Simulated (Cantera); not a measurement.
Charge: 1 mol SiH2Cl2, 0.023 mol HCl, 38 mol H2, held at 218 Torr.

Method: chemical equilibrium by Gibbs-energy minimisation in Cantera with the NASA 1993 tables (ideal gas, pure condensed phases). Candidate condensed phases: Si; 19 gas species. The tables' values for SiCl3, SiCl are old estimates; treat these amounts as uncertain. Gases not in the tables: Si2H6 and higher silanes. The numbers say what is thermodynamically allowed, not how fast it happens.

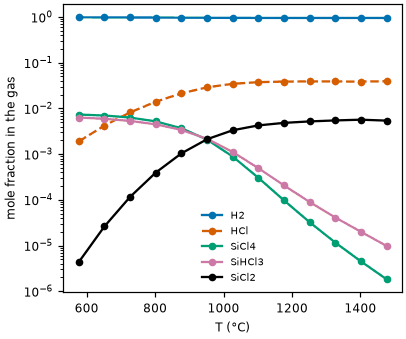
Equilibrium gas composition (values under 1e-9 drawn at 1e-9)

From 577 °C to 1402 °C the condensed part is Si(s). At 1477 °C the condensed part is Si(l). The main Si-bearing gas is SiCl4 at 577 °C and SiCl2 at 1477 °C. The share of Si in condensed phases is highest at 1477 °C (77.8 %) and lowest at 577 °C (44.1 %).
